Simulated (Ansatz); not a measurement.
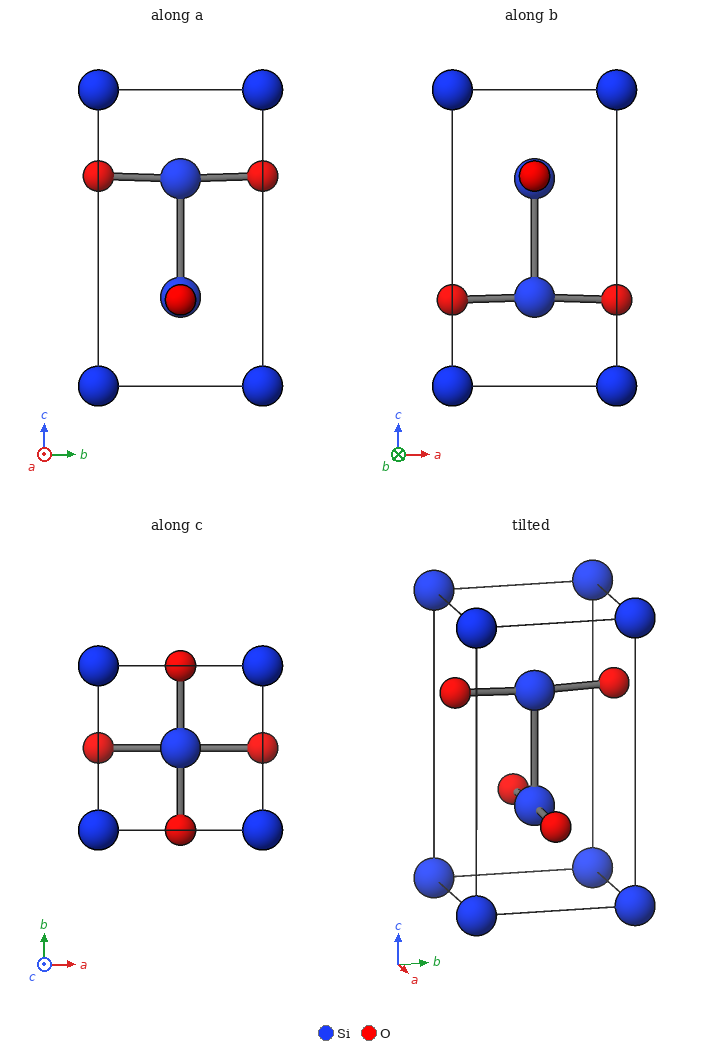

The figure gives a ball-and-stick picture of the atoms, viewed along the a axis, along the b axis, along the c axis and slightly off an axis. The edges of the conventional unit cell are marked.

Lattice parameters: a = 3.443 Å, b = 3.443 Å, c = 6.211 Å, α = 90.00°, β = 90.00°, γ = 90.00°. Put a along x and b in the xy plane.

> Put the structure into a POSCAR file, with free fractional coordinates to two decimals.

```
Si O
1.0
     3.443    0.000    0.000
     0.000    3.443    0.000
     0.000    0.000    6.211
Si O
3 2
Direct
  0.50 0.50 0.30
  0.50 0.50 0.70
  0.00 0.00 0.00
  0.50 0.00 0.71
  0.00 0.50 0.29
```

The model was built from a random cell made by a generator, so it need not be a real form of the compound. It is drawn as it came out of a relaxation with Ansatz 0.2.0, DFT PBE, scalar-relativistic, plane waves, PAW.
